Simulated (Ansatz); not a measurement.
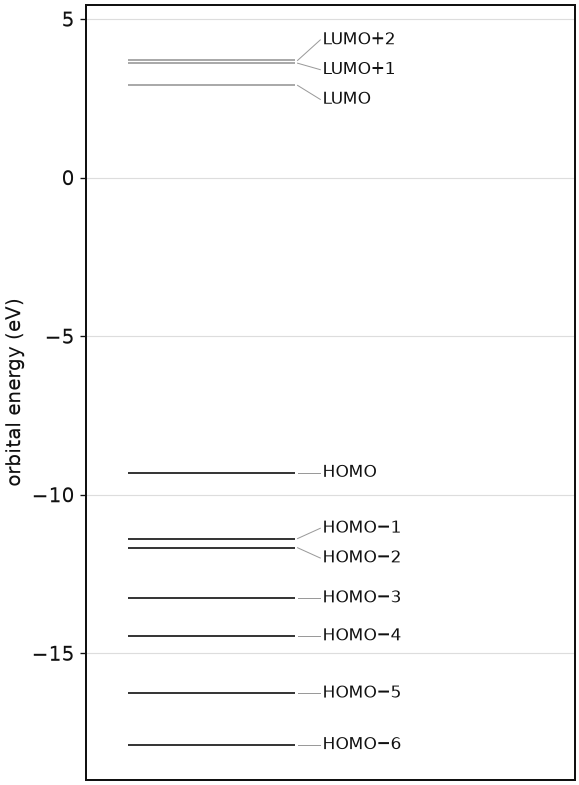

BSiN₂H₅, SMILES N[Si@H]1BN1. Hartree-Fock orbital energies near the frontier, HF/def2-TZVPP, the Ansatz code, at a PBE0-D4/def2-TZVP geometry (a minimum by its frequencies), isolated molecule; empty levels in grey, levels within 0.03 eV side by side.

Q: Where do the frontier orbitals lie?

A: HOMO at −9.30 eV, LUMO at 2.91 eV, 12.21 eV apart.

Q: How far below the HOMO does the next level lie?

A: 2.08 eV.

Caveats: empty levels above zero depend strongly on the basis.
